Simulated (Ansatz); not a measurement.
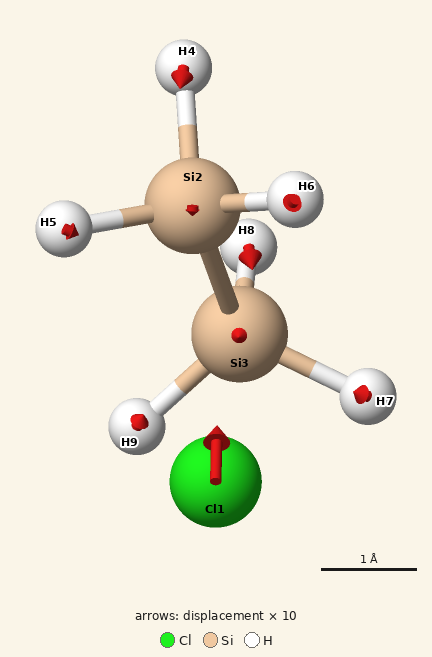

A relaxation of Si2H6Cl (charge −1). The starting structure is drawn; red arrows show the displacements, magnified 10 times. The two geometries are superimposed by the best rigid fit.

Style: ball-and-stick. Shown from a free direction.

The calculation used Ansatz 0.2.0, RKS PBE0-D4/def2-TZVPD. (force threshold 0.005 eV/Å; at most 200 steps)

**Atoms of which element are displaced furthest, and by how much?**

Chlorine: up to 0.079 Å, against 0.031 Å for hydrogen.

**Describe the change and its energy.**

Over 4 geometry steps the energy falls by 0.55 kcal/mol. Largest force component: 0.3 eV/Å at the start, 0.0011 eV/Å at the end. The largest move after the best rigid fit is that of Cl1, 0.079 Å. By element the largest moves are Cl 0.079 Å, H 0.031 Å, Si 0.014 Å. Among the contacts that change: Cl1–Si3 3.009 → 2.921 Å, Cl1–Si2 3.000 → 2.920 Å, Si2–Si3 2.340 → 2.323 Å, Si2–H4 1.539 → 1.522 Å. The run took 11 s on 4 threads of Intel Xeon Platinum 8488C, with other jobs on the host.

Limits of the set-up: the start holds two separate molecules, 3.0 Å apart at their closest, whose relative position is a soft coordinate.
